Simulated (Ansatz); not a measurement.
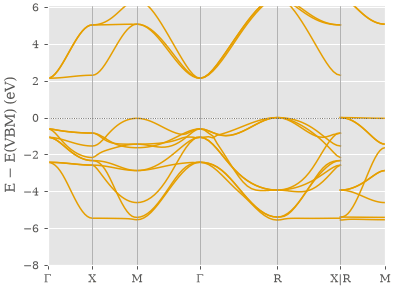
*Band structure from plane-wave PAW PBEsol (Ansatz code)*

Read off the gap and where the band edges lie.

About 2.1 eV (2.14 eV by a search for the band edges); maximum at R, minimum at Γ.

The material is KTaO₃ (cubic perovskite, Pm-3m).

The cell was relaxed with PBEsol under the symmetry of its start. No spin polarisation was allowed. Spin–orbit coupling is left out wherever it is not named.

Potentials: the later of the program's two PAW sets.
